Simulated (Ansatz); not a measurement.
# An extra electron or hole in a frame of liquid gamma-butyrolactone from 320 K (180 atoms), part 2 of 4

Does an extra electron or hole in a frame of liquid gamma-butyrolactone from 320 K (180 atoms) stay spread out, or do the atoms trap it?

Ansatz 0.2.0; Kohn-Sham DFT, PBE+D4, PAW (set soft_2), plane waves.

The cell: 30 O, 60 C and 90 H. The network of contacts between molecules at the start is that of the classical potential that made the cell. Sampling is at Γ alone, for a cell whose shortest periodic width is 12 Å. The liquid is relaxed first.

So far. Step 2 (Single point at the start): The r.m.s. force at the start is 1.0 eV/Å. Step 3 (Relaxation): The relaxation converged after 25 steps, 9.51 eV below its start, with a largest force component of 0.054 eV/Å.

## Step 4: Single point at the relaxed geometry

The electronic structure is read at the final geometry, in a run of its own.

input.yaml

```yaml
crystal:
  lattice:
    - [12.3805, 0.0, 0.0]
    - [0.0, 12.3805, 0.0]
    - [0.0, 0.0, 12.3805]
  atoms:
    - { symbol: O, position: [0.31612, 0.89598, 0.49979] }
    - { symbol: C, position: [0.27614, 0.89005, 0.58933] }
    - { symbol: C, position: [0.16285, 0.92122, 0.62419] }
    - { symbol: C, position: [0.15079, 0.86742, 0.73444] }
    - { symbol: C, position: [0.2679, 0.86055, 0.77339] }
    - { symbol: O, position: [0.33335, 0.85507, 0.67565] }
    [... 168 atom lines left out ...]
    - { symbol: H, position: [0.56244, 0.15154, 0.8559] }
    - { symbol: H, position: [0.62789, 0.1769, 0.98044] }
    - { symbol: H, position: [0.4558, 0.02781, 0.96843] }
    - { symbol: H, position: [0.46944, 0.11421, 0.08246] }
    - { symbol: H, position: [0.29436, 0.17493, 0.02303] }
    - { symbol: H, position: [0.32537, 0.14797, 0.88377] }
kpoints:
  mp_grid: { grid: [1, 1, 1] }
hamiltonian:
  xc: pbe
  dispersion: d4
scf:
  occupations: { method: fermi_dirac, width: 0.05 }
output:
  forces: true
  stress: true
  populations: intrinsic
  dos:
    method: { smearing: { sigma: 0.15 } }
    de: 0.1
    projected: { site_lists: { C: [C], H: [H], O: [O] } }
  eigenvalues: true
  write_density: true
  write_potential: true
  volumetric_format: npy
```

The run is started by

```bash
> ansatz run input.yaml --threads 4 --pin off --max-ram 8192MiB --backend cpu --events-out ev --progress --plain --runs-dir out
```

Numbers of over 12 decimals in the logs are rounded to 6 here.

The program printed:

```text
[...]
Crystal: 180 atoms, lattice volume = 1897.643 Å³
Basis set: ecut = 420 eV, 37121 PW (Γ), exchange–correlation on 180×180×180 points (8 copies of the dense FFT grid, shifted against one another)
Bands: 435, of which v1, the nominal top of the filled ones, is band 255 counted from 1 (254 counted from 0)
Symmetry: 1 space group operations
[...]
k-points: 1
[...]
SCF iter   1: F=—  HF=-33516.909991 eV  |F-HF|=—  |Δ(HF+E_count)|=         —  Δρ=5.79e-3  dr2=6.31e-1  ethr=1.77e-3  ⟨swp⟩=6.0  Hψ=1991  notcnv=0  defer=36
[...]
SCF iter  10: F=-33516.816048 eV  HF=-33516.816048 eV  |F-HF|=1.02e-7  |Δ(HF+E_count)|=   5.38e-7  Δρ=1.24e-6  dr2=4.87e-8  ethr=1.96e-11  ⟨swp⟩=20.0  Hψ=3775  notcnv=0
SCF 1 converged in 10 iterations: F = -33516.816048 eV  dr2 = 4.87e-8
[...]
WARN: The input density's exchange-correlation potential varies sharply where the density is thin. Do not read a vacuum level from v_tot or v_xc, or from such a field of the output density. On a cell that repeats whose density bears no net charge and no dipole along the vacuum's axis use v_es (v_loc + v_h of the components); [...]
SCF converged after 10 iterations
Free energy (F): -33516.816048 eV
[...]
Internal energy: -33516.816048 eV  (E = F + TS)
E sigma→0 (E₀):  -33516.816048 eV
Fermi energy:    1.424679 eV
[...]
--- Forces (eV/Å), atoms counted from 1 ---
  atom   1  O     -0.00092888    -0.00386466    -0.00358802
  atom   2  C      0.00294739    -0.00525598     0.01172229
  atom   3  C     -0.00810219    -0.00947809    -0.00560494
  atom   4  C      0.00273306    -0.00093734     0.00142549
  atom   5  C     -0.00030228     0.00005205    -0.00525627
  atom   6  O     -0.01086404     0.00627275    -0.00278952
  atom   7  H      0.00442207     0.00053195     0.00459021
  atom   8  H      0.00407914     0.00296779     0.00375308
  atom   9  H      0.00011323    -0.00053688    -0.00189048
  atom  10  H      0.00388822     0.00201362     0.00127315
  atom  11  H      0.00197276     0.00222818    -0.00643128
  atom  12  H      0.00117158    -0.00128274    -0.00060554
  atom  13  O     -0.00056087     0.00627809     0.00565442
  atom  14  C     -0.00556597    -0.01455688    -0.01526243
[...]
atom 179  H      0.00057421    -0.00068146     0.00330087
  atom 180  H      0.00244162    -0.00018795    -0.00334525
  max |Σ_I F_I| component: 8.07e-5 eV/Å
--- Stress (GPa, compression-positive) ---
       -0.263434       0.032543      -0.009750
        0.032544      -0.301150       0.030845
       -0.009751       0.030845      -0.432899
  P = ⅓ Tr σ = -0.3325 GPa (-3.325 kbar)
--- Band table (eV) ---
[...]
--- intrinsic populations: 180 sites ---
  site symbol       q [e]
     0      O      6.4782
     1      C      3.4677
     2      C      4.3989
[...]
179      H      0.8244
  spilling = -0.000000 (of n_electrons = 510.000000)
```

Elapsed: 45 s, on 4 threads of Arm Neoverse V1, shared host; peak memory 2.6 GiB; 2.9 min of CPU time.

The program notes that the exchange-correlation potential is rough where the density is thin.

Read from the output:

```
free energy                                      : -33516.8160 eV
free energy per atom                             : -186.2045 eV/atom
SCF cycles                                       : 10
pressure                                         : -0.3325 GPa
r.m.s. force component                           : 0.01039 eV/Å
longest force                                    : 0.06621 eV/Å
Fermi energy                                     : 1.425 eV
gap (highest filled to lowest empty level) : 4.743 eV
```

Intrinsic-atomic-orbital charges by element and coordination:

```csv
element,coordination,atoms,mean charge (e),spread,least,most
C,all,60,-0.0847,0.368,-0.410,0.534
C,3,15,0.527,0.0036,0.522,0.534
C,4,45,-0.289,0.119,-0.410,-0.111
H,all,90,0.191,0.0128,0.161,0.222
O,all,30,-0.403,0.0696,-0.480,-0.319
O,1,15,-0.473,0.0043,-0.480,-0.464
O,2,15,-0.334,0.0056,-0.340,-0.319
```

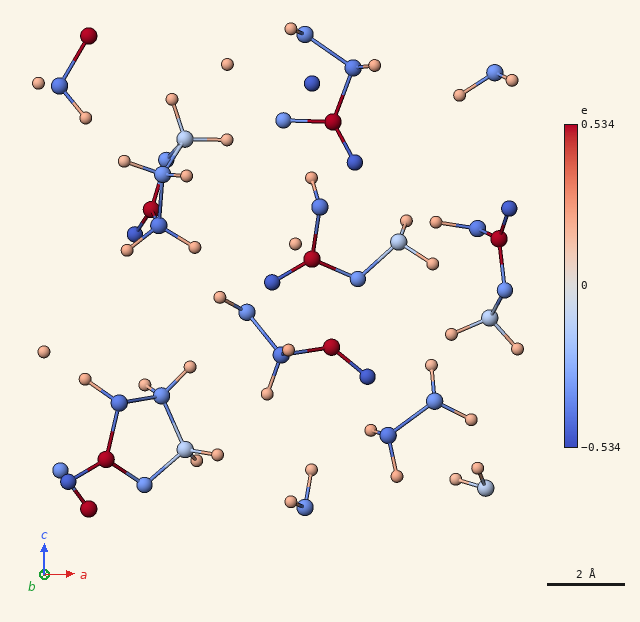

Atoms coloured by intrinsic-atomic-orbital charge. Drawn is a slice 4 Å thick, seen along the normal of the ac plane. Bonds to atoms that aren't drawn are left out.

Density of states as counts of states in windows of 1 eV (from the Fermi level), total and the larger projections:

```csv
from (eV),to (eV),total,C p,O p,H s,C s
-14,-13,3.1,0.5,0.5,0.5,1.5
-13,-12,0.0,0.0,0.0,0.0,0.0
-12,-11,30.0,10.3,5.1,5.9,8.2
-11,-10,7.7,2.7,1.7,1.0,1.3
-10,-9,29.1,11.9,6.2,3.9,4.0
-9,-8,52.9,26.9,12.2,9.2,1.5
-8,-7,31.5,9.4,13.8,3.8,1.6
-7,-6,66.7,35.1,16.8,12.5,0.4
-6,-5,46.4,26.6,11.1,6.5,0.7
-5,-4,65.4,30.4,19.4,13.2,0.4
-4,-3,29.3,3.5,21.4,4.0,0.1
-3,-2,31.0,4.8,24.6,0.8,0.4
-2,2,0.0,0.0,0.0,0.0,0.0
2,3,29.5,14.3,9.5,3.5,0.4
3,4,17.0,4.0,1.1,4.8,2.2
4,5,30.7,7.1,1.1,8.4,3.6
```

Between -25 and -14 eV lie 117 more states.

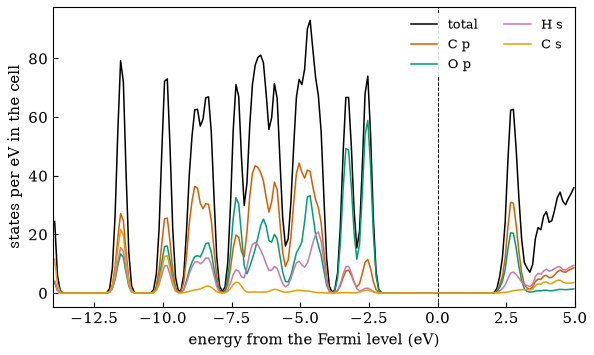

Total and projected density of states, with the broadening of the input.

The levels nearest the highest filled one (over half full), pooled over k-points and spins:

```csv
level less the highest filled one (eV),occupation
-0.154,2
-0.118,2
-0.106,2
-0.0843,2
-0.0226,2
0,2
4.74,0
4.91,0
4.96,0
5.00,0
5.00,0
5.05,0
```

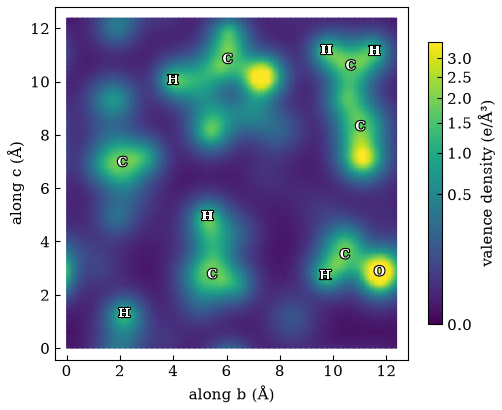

Valence density in the bc plane at fractional x = 0.281, with atoms of C and H and O within 0.2 Å of it. It is the smooth field of the valence electrons, not physical close to the nuclei. The map starts off the cell's origin, so that atoms lie inside it. The colour scale is stretched toward low values.

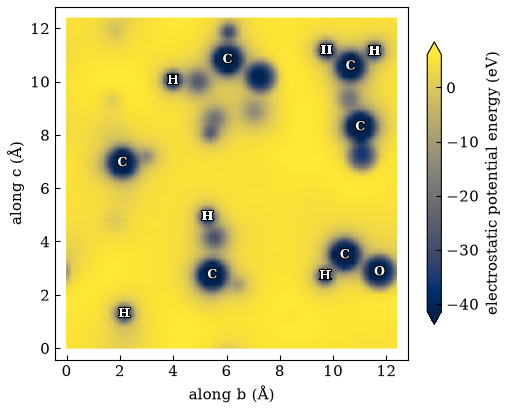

Electrostatic potential energy in the bc plane at fractional x = 0.281, with atoms of C and H and O within 0.2 Å of it. With pseudopotentials it is smooth inside the atoms' cores, unlike the true potential. The map starts off the cell's origin, so that atoms lie inside it.

The highest filled and lowest empty levels differ by 4.74 eV (at Γ alone); a semilocal functional tends to put such gaps too low. In a disordered cell it changes from sample to sample and from frame to frame. Mean intrinsic-atomic-orbital charges: C -0.08, H +0.19, O -0.40 e. The largest share in the top eV of filled states is O p (78 % of the projected weight), and in the lowest eV of empty states C p (50 % of the projected weight).

## Step 5: An extra electron, atoms held

The electron count changes by one with the atoms held: a vertical process, on a uniform background, with spin and a narrow Fermi–Dirac smearing. Its energy against the neutral cell hangs on the program's zero of potential.

input.yaml

```yaml
crystal:
  lattice:
    - [12.3805, 0.0, 0.0]
    - [0.0, 12.3805, 0.0]
    - [0.0, 0.0, 12.3805]
  atoms:
    [... the 180 atom lines of step 4 ...]
total_charge: -1
kpoints:
  mp_grid: { grid: [1, 1, 1] }
hamiltonian:
  xc: pbe
  dispersion: d4
scf:
  occupations: { method: fermi_dirac, width: 0.01 }
  lower_state_search: "off"
output:
  forces: true
  stress: true
  populations: intrinsic
  dos:
    method: { smearing: { sigma: 0.1 } }
    de: 0.1
    projected: { site_lists: { C: [C], H: [H], O: [O] } }
  eigenvalues: true
  write_density: true
  write_potential: true
  volumetric_format: npy
magnetization:
  spin_polarized: true
  initial_magnetization: 1
```

The program printed:

```text
[...]
Crystal: 180 atoms, lattice volume = 1897.643 Å³
Basis set: ecut = 420 eV, 37121 PW (Γ), exchange–correlation on 180×180×180 points (8 copies of the dense FFT grid, shifted against one another)
Bands: 436, of which v1, the nominal top of the filled ones, is band 256 counted from 1 (255 counted from 0)
Symmetry: 1 space group operations
[...]
k-points: 1
[...]
Starting moments: Σ|m| = 1 μB on 180 of 180 sites
[...]
SCF iter   1: F=—  HF=-33619.876865 eV  |F-HF|=—  |Δ(HF+E_count)|=         —  Δρ=5.89e-2 (↑5.87e-2 ↓5.89e-2)  dr2=3.14e2  dr2_m=1.01e-2  M=1.000 μB ∫|m|=1.013 μB  β_m=1.00  ethr=3.10e-3  ⟨swp⟩=6.0  Hψ=4008  notcnv=0  defer=28
[...]
spin=Collinear: Resta preconditioning applied to the charge; magnetization (m = ρ↑ − ρ↓) channel mixes plain (no charge-response kernel on spin).
SCF iter   2: F=—  HF=-33550.697249 eV  |F-HF|=—  |Δ(HF+E_count)|=         —  Δρ=3.67e-2 (↑3.67e-2 ↓3.67e-2)  dr2=1.08e2  dr2_m=3.74e-2  M=0.880 μB ∫|m|=0.917 μB  β_m=0.30  ethr=3.10e-3  ⟨swp⟩=3.0  Hψ=1514  notcnv=0  defer=331
[...]
SCF iter   8: F=—  HF=-33512.968721 eV  |F-HF|=—  |Δ(HF+E_count)|=   6.34e-3  Δρ=1.78e-3 (↑1.78e-3 ↓1.37e-3)  dr2=2.62e-1  dr2_m=5.21e-3  M=0.932 μB ∫|m|=0.988 μB  β_m=0.30  ethr=1.02e-4  ⟨swp⟩=3.0  Hψ=583  notcnv=0  defer=328
[...]
spin-set hold released at iteration 8 (site moments contracting): the magnetisation degrees of freedom join the quasi-Newton model from the next iteration; the mixer history was flushed
SCF iter   9: F=—  HF=-33512.958512 eV  |F-HF|=—  |Δ(HF+E_count)|=   1.02e-2  Δρ=1.28e-3 (↑1.28e-3 ↓9.04e-4)  dr2=1.22e-1  dr2_m=5.10e-3  M=0.994 μB ∫|m|=1.054 μB  β_m=0.36  ethr=5.13e-5  ⟨swp⟩=3.0  Hψ=772  notcnv=0  defer=328
[...]
SCF iter  30: F=-33512.983097 eV  HF=-33512.983097 eV  |F-HF|=1.46e-11  |Δ(HF+E_count)|=  9.17e-10  Δρ=1.12e-7 (↑1.12e-7 ↓4.34e-8)  dr2=4.05e-10  dr2_m=6.90e-11  M=0.999 μB ∫|m|=1.094 μB  ethr=2.36e-12  ⟨swp⟩=5.5  Hψ=3757  notcnv=0
SCF 1 converged in 30 iterations: F = -33512.983097 eV  dr2 = 4.05e-10
[...]
SCF converged after 30 iterations
Magnetization: 0.9994 μB (255.9997 up, 255.0003 down)
Absolute magnetization: 1.0966 μB (∫|ρ↑−ρ↓|, with the PAW one-centre terms)
[...]
Per-site moments (μB) at R_I (Å): [(0.00652171, 0.501704), (0.011172, 0.501704), (-0.000456094, 0.451788), (0.000170406, 0.451783), (0.000154629, 0.450941), [...]
Free energy (F): -33512.983097 eV
[...]
Internal energy: -33512.972171 eV  (E = F + TS)
E sigma→0 (E₀):  -33512.977634 eV
Entropy (-TS):   -0.010925 eV (-0.061 meV/atom)
Fermi energy:    3.978940 eV
[...]
--- Forces (eV/Å), atoms counted from 1 ---
  atom   1  O      0.15661809    -0.02413436    -0.31150017
  atom   2  C     -0.33019113     0.06538411     0.17571851
  atom   3  C      0.10819958    -0.10052096    -0.02862512
  atom   4  C      0.01153457    -0.01353136    -0.03552778
  atom   5  C      0.02183131     0.00236056    -0.06966466
  atom   6  O      0.11739769    -0.06027276     0.18002663
  atom   7  H     -0.03836106     0.09201881     0.01001388
  atom   8  H     -0.02500759     0.00308095     0.02177013
  atom   9  H     -0.02198410     0.00998392     0.01432187
  atom  10  H     -0.00795180     0.00927427     0.00868280
  atom  11  H     -0.00151126     0.00430306     0.00136243
  atom  12  H     -0.00477954     0.00013446     0.00144197
  atom  13  O     -0.24975018    -0.01434293     0.22823693
  atom  14  C      0.37005133    -0.06940071    -0.11073933
[...]
atom 179  H     -0.00216339    -0.00639373     0.00527133
  atom 180  H      0.00671334    -0.00742465    -0.00408540
  max |Σ_I F_I| component: 1.63e-5 eV/Å
--- Stress (GPa, compression-positive) ---
       -0.046850       0.010658      -0.040040
        0.010659      -0.296523       0.010384
       -0.040041       0.010384      -0.281731
  P = ⅓ Tr σ = -0.2084 GPa (-2.084 kbar)
--- Band table (eV) ---
[...]
--- intrinsic populations: 180 sites ---
  site symbol       q [e]    m [muB]
     0      O      6.4934     0.0129
     1      C      3.4865     0.0361
     2      C      4.4004    -0.0011
[...]
179      H      0.8238     0.0001
  spilling = 0.000000 (of n_electrons = 511.000000)
```

It took 2.8 min on 4 threads; peak memory 4.4 GiB; 11 min of CPU time.

An extra electron, atoms held: the energy stands 3.83 eV above that of the reference, with a moment of 1.00 μB.

The levels nearest the highest filled one (over half full), pooled over k-points and spins:

| level less the highest filled one (eV) | occupation |
| --- | --- |
| -4.96 | 1 |
| -4.93 | 1 |
| -4.91 | 1 |
| 0 | 0.795 |
| 0.0284 | 0.184 |
| 0.0526 | 0.02 |
| 0.0853 | 0.001 |
| 0.0969 | 0 |

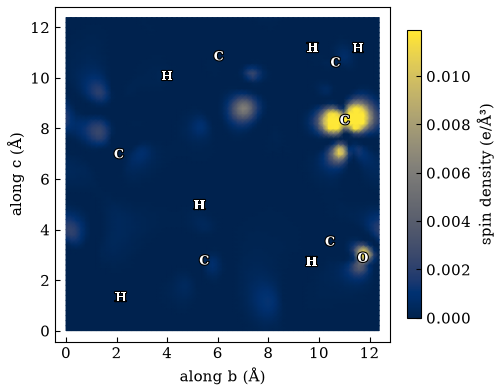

Spin density in the bc plane at fractional x = 0.281, with atoms of C and H and O within 0.2 Å of it. The map starts off the cell's origin, so that atoms lie inside it.

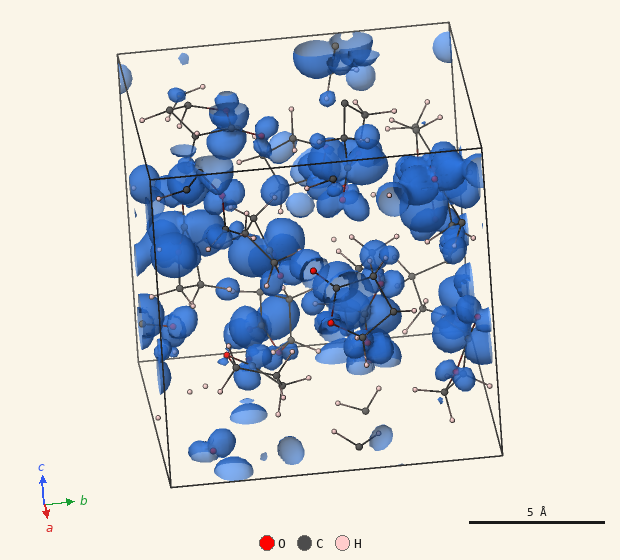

Surface of spin density = 0.0017 e/Å³, which holds about 70 % of the integral of its size. Bonds to atoms that aren't drawn are left out.

(Part 2 of 4 ends here.)

[Logs are printed without paths, hosts, clocks, repeated set-up lines and the standing remarks that a program may print on its own settings, such as how far it seeks lower states.]

[Hosts, paths, dates, database ids (printed as entryN), source tags and the programs' standing remarks are cut or masked in the printed files.]
